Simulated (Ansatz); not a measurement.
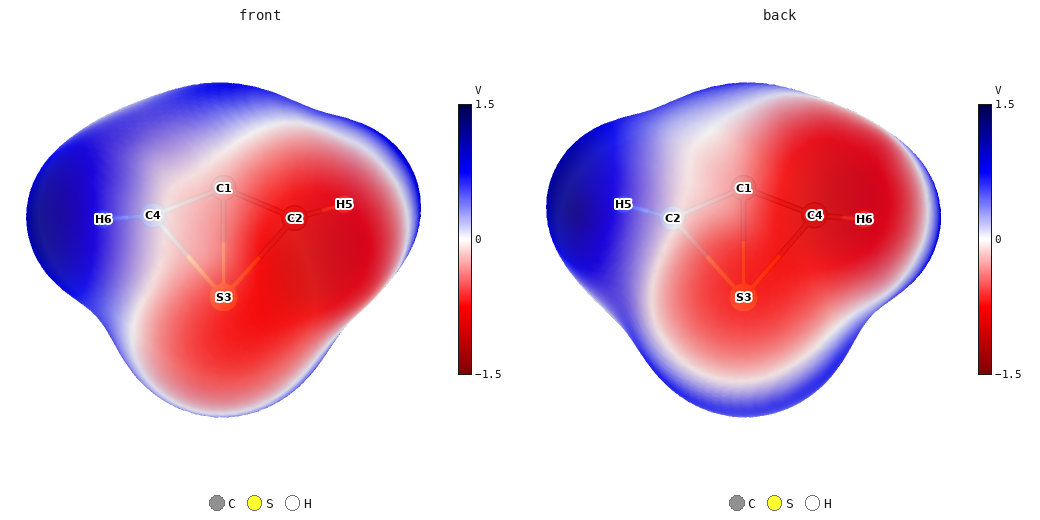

The picture shows: C₃H₂S. The electrostatic potential painted on the density surface at 0.001 e/bohr³, seen from the front and from behind; red is negative and blue positive.

Geometry: PBE0-D4/def2-TZVP.

Method: RKS PBE0-D4/def2-TZVPP in Ansatz.

```yaml
atoms:
  - { symbol: C, position_ang: [0.5188, 0.3155, 0.1671] }
  - { symbol: C, position_ang: [0.8179, -0.7436, -0.5659] }
  - { symbol: S, position_ang: [-1.0461, -0.6817, -0.3674] }
  - { symbol: C, position_ang: [-0.6027, 0.8506, 0.6191] }
  - { symbol: H, position_ang: [1.2987, -0.8158, -1.5295] }
  - { symbol: H, position_ang: [-0.9446, 1.0111, 1.6303] }
```

Where is the surface potential most negative and most positive?

The most negative region (about −0.9 V) lies over C2 and C4, the most positive (about +1.2 V) over H5 and H6.
